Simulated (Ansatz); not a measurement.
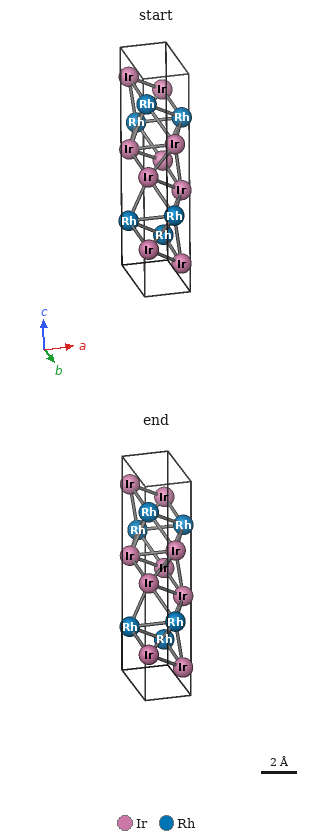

The structure of solid Ir2Rh (a generated structure, set up in P1) (coarse preliminary run) before (top) and after (bottom) a relaxation, at one scale.

The picture is a ball-and-stick view of the cell of the calculation, seen from a free direction.

All numbers below come from Ansatz, DFT PBE, scalar-relativistic, plane waves, PAW.

Input
```yaml
crystal:
  lattice:
    - [2.7408666747, -0.0248641226, -0.0108628042]
    - [-0.0430659236, 4.7878989223, -0.0655140475]
    - [-0.0526833461, -0.1834447146, 13.4971453069]
  atoms:
    - { symbol: Ir, position: [1.0168334812, 0.3321371042, 0.912448196] }
    - { symbol: Ir, position: [0.5008810071, 0.8403053292, 0.9171674665] }
    - { symbol: Ir, position: [1.0112339106, 0.3443649059, 0.5812491047] }
    - { symbol: Ir, position: [0.5084989279, 0.8201066603, 0.5875352006] }
    - { symbol: Ir, position: [0.510531467, 0.1630460569, 0.0826378823] }
    - { symbol: Ir, position: [0.9712951503, 0.6743364633, 0.0827404359] }
    - { symbol: Ir, position: [0.5132038104, 0.1627787157, 0.4146603615] }
    - { symbol: Ir, position: [0.9842468809, 0.6727434551, 0.4192652785] }
    - { symbol: Rh, position: [0.9900836634, 0.3322145314, 0.2521603462] }
    - { symbol: Rh, position: [0.4986297318, 0.8360017024, 0.2492627459] }
    - { symbol: Rh, position: [0.4840508092, 0.1666867472, 0.7507728043] }
    - { symbol: Rh, position: [1.0105111602, 0.6552783285, 0.7501001776] }
basis:
  ecutwfc: 420
kpoints:
  mp_grid: { grid: [8, 6, 2] }
hamiltonian:
  xc: pbe
scf:
  occupations: { method: gaussian, width: 0.2 }
  lower_state_search: "off"
output:
  forces: true
  stress: true
  eigenvalues: true
relax:
  adjacent_minimum: "off"
  f_tol: 0.025
  max_steps: 60
  cell: { stress_tol: 0.25 }
```

Run as
```bash
ansatz run input.yaml --threads 1 --pin off --max-ram 2560MiB --backend cpu --events-out ev --progress --plain --runs-dir out
```

Describe what moved and what it gained.

Answer. The run was cut off at its time limit before the relaxation converged, so the last structure is only a point on the way. Ir4 moves most relative to the cell: 0.077 Å along [−2 3 −1]. Largest moves by element: Ir 0.077 Å, Rh 0.057 Å. The volume changes by −2.1 %, with a 2.741 → 2.744 Å (+0.1 %), b 4.789 → 4.745 Å (−0.9 %), c 13.498 → 13.306 Å (−1.4 %), α 91.6° → 90.1°, β 90.4° → 89.9°, γ 91.0° → 90.1°. Near-neighbour distances that change, for instance: Ir4–Ir7 2.889 → 2.731 Å, Ir3–Rh11 2.857 → 2.737 Å, Ir3–Ir4 2.881 → 2.761 Å, Ir6–Rh9 2.850 → 2.734 Å. The space group stays P1 (No. 1). Over 1 accepted move (2 points after the start) the energy falls by 0.403 eV per cell of the calculation. Largest force component: 1 eV/Å at the start, 0.23 eV/Å at the end. The pressure goes from −5.83 to −0.55 GPa. The line search rejected the trial step at point 1 of the run.
